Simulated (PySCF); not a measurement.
C5H9BOSi

Input

```
{"job": {"kind": "uv", "xc": "CAM-B3LYP", "basis": "def2-SVPD", "nstates": 8, "ntriplets": 3}, "charge": 0, "multiplicity": 1}
B     -0.457706     0.312028     1.017806
C     -1.320538     0.233879    -0.325225
C     -2.723129     0.163925    -0.374388
C     -3.924038     0.106670    -0.366764
C     -0.549039     0.251436    -1.414128
C      0.912604     0.337539    -1.116772
O      1.042863     0.244441     0.298279
Si     2.495408     0.299139     1.078056
H     -0.511339     1.358730     1.576052
H     -0.517361    -0.638195     1.723117
H     -4.971779     0.057185    -0.363503
H     -0.868972     0.217665    -2.444020
H      1.482652    -0.475531    -1.588275
H      1.340481     1.289539    -1.465285
H      2.191246    -0.208699     2.401543
H      2.991946     1.677203     1.060837
H      3.379703    -0.565462     0.292759
```

Launched as:

```sh
OMP_NUM_THREADS=1 python probes_run.py task.json out
```

Geometry: GFN2-xTB.

Theory: CAM-B3LYP/def2-SVPD, SCF density, gas phase in PySCF.

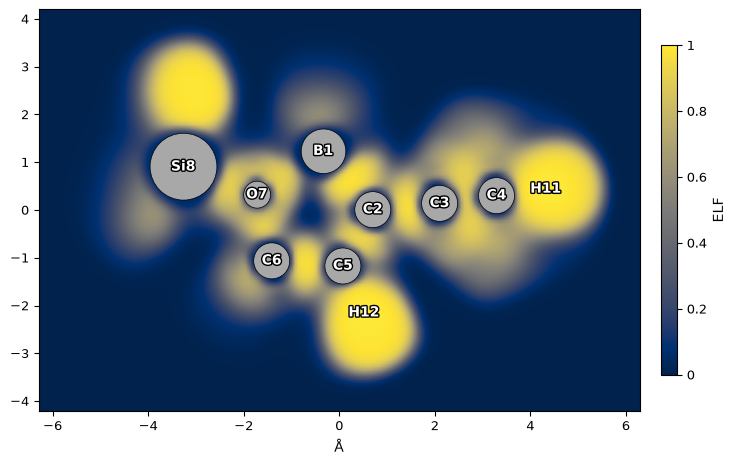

Figure 1. ELF on the plane of atoms C2, C5 and C6. Grey discs cover the atomic cores.

> Read the bonding off the picture.

The section cuts through B, C, O, Si and H sites.
C–C (1.20 Å): the ELF peaks at about 0.85 between the atoms: a short, multiple covalent bond.
C–O (1.42 Å): the ELF peaks at about 0.90 between the atoms; a shared but strongly polarised pair.
C–B (1.60 Å): the ELF peaks at about 1 between the atoms (a covalent bond).
Si–O (1.65 Å): the ELF peaks at about 0.90 between the atoms; a shared but strongly polarised pair.
B–O (1.67 Å): the ELF peaks at about 0.90 between the atoms; a shared but strongly polarised pair.

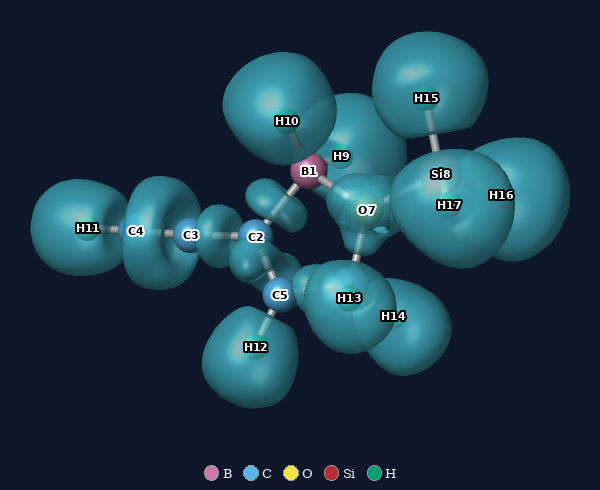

Figure 2. Isosurface of the ELF at 0.75 (cyan), seen at a tilt. Core shells and regions of very low density are left out.

> Identify the bonds, lone pairs and shells in this picture.

The ELF exceeds this value in one region between bonded B–C atoms (shared pairs), four regions between bonded C–C atoms (shared pairs), nine regions around hydrogen nuclei and one region on O in which the atom's valence shell and bonds are merged.

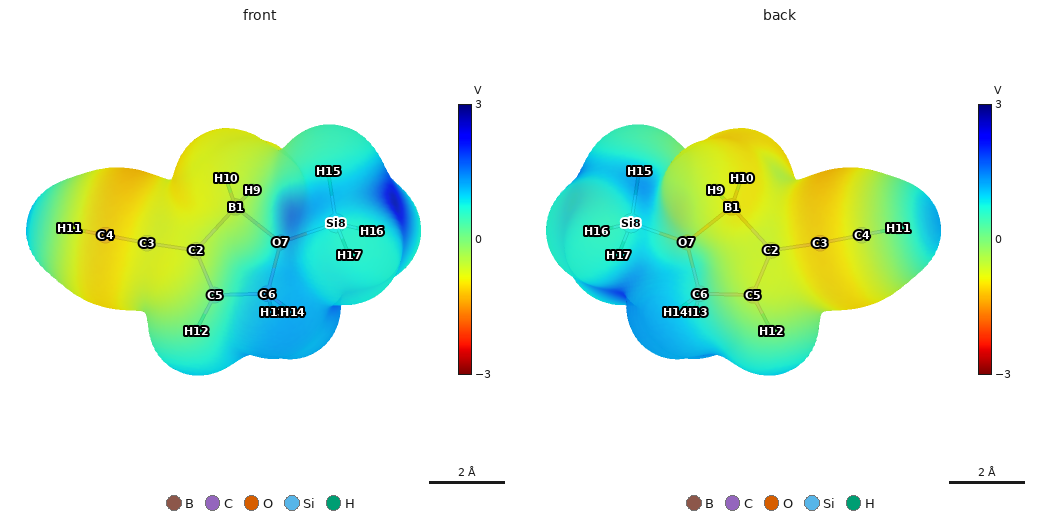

Figure 3. The molecular electrostatic potential painted on the density surface at 0.002 e/bohr³, seen from the front and from behind; red is negative and blue positive.

> Describe the electrostatic potential map.

The most negative region (about −1.2 V, or −28 kcal/mol for a unit charge) lies over C3 and C4, the most positive (about +2.4 V, or +55 kcal/mol for a unit charge) over Si8.
